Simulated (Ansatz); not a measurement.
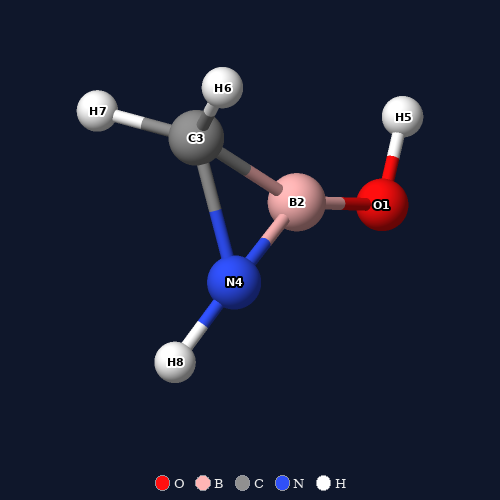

The system is CH₄BNO, SMILES OB1CN1; the picture shows the reference structure. 
- First axis: bond length O1–B2. Second axis: bond length O1–H5.
- Nothing is relaxed (all other coordinates rigid).
- The grid has 11 × 11 points.
- Points are written as (first, second).
- Energies: kJ/mol, counted from the lowest grid point.
- The reference is spin-restricted, which grows unreliable where a bond is stretched far.
- Computed with RKS PBE-D4/def2-TZVP (Ansatz 0.2.0).

Its coordinates:

```
atom    x (Å)    y (Å)    z (Å)
   O  -1.2857   0.9067  -1.1514
   B  -0.3809   0.1808  -0.4404
   C   0.7849  -0.0284   0.5610
   N  -0.0331  -1.1064  -0.1128
   H  -1.0957   1.8579  -1.1213
   H   1.8491  -0.0204   0.2977
   H   0.6071   0.1363   1.6333
   H  -0.3533  -1.9839   0.2781
```

Range: bond length O1–B2 from 1.116 to 2.041 Å; bond length O1–H5 from 0.835 to 1.359 Å.

What landscape does the calculation give?

Answer. The lowest grid point is at (1.393 Å, 0.992 Å). No other kind of well shows on this grid. The highest grid point, (2.041 Å, 1.359 Å), lies 451 kJ/mol above the lowest. Round the minimum the two coordinates are nearly uncoupled.

| bond length O1–H5 ↓, bond length O1–B2 → | 1.116 | 1.208 | 1.301 | 1.393 | 1.486 | 1.578 | 1.671 | 1.763 | 1.856 | 1.948 | 2.041 |
| --- | --- | --- | --- | --- | --- | --- | --- | --- | --- | --- | --- |
| 1.359 | 345 | 215 | 165 | 161 | 184 | 222 | 267 | 314 | 362 | 408 | 451 |
| 1.306 | 320 | 188 | 136 | 132 | 155 | 193 | 238 | 285 | 333 | 379 | 422 |
| 1.254 | 294 | 161 | 109 | 104 | 127 | 164 | 210 | 257 | 305 | 351 | 395 |
| 1.201 | 269 | 135 | 81 | 76 | 99 | 136 | 182 | 229 | 277 | 323 | 367 |
| 1.149 | 245 | 110 | 56 | 50 | 73 | 111 | 156 | 204 | 252 | 298 | 343 |
| 1.097 | 225 | 88 | 33 | 28 | 50 | 88 | 134 | 182 | 230 | 277 | 321 |
| 1.044 | 208 | 71 | 16 | 10 | 32 | 70 | 116 | 165 | 213 | 260 | 304 |
| 0.992 | 200 | 62 | 6 | 0 | 23 | 61 | 107 | 155 | 204 | 251 | 296 |
| 0.939 | 202 | 64 | 8 | 1 | 24 | 62 | 109 | 157 | 207 | 254 | 299 |
| 0.887 | 221 | 81 | 25 | 19 | 42 | 80 | 127 | 176 | 225 | 272 | 317 |
| 0.835 | 261 | 122 | 65 | 59 | 82 | 120 | 167 | 216 | 266 | 314 | 359 |

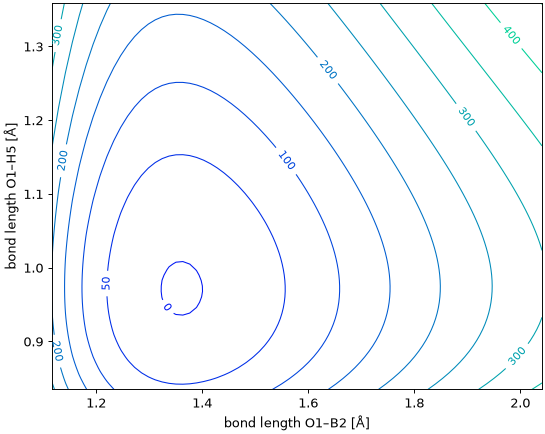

The picture shows contour lines labelled in kJ/mol. Between grid points the surface is interpolated.

Each point was launched as `ansatz run input.yaml --threads 1 --pin off --max-ram 2560MiB --backend cpu --events-out ev --progress --plain --runs-dir out`. The whole map (121 points run) took 7.5 min on 1 thread of Arm Neoverse V2, with other jobs on the host.
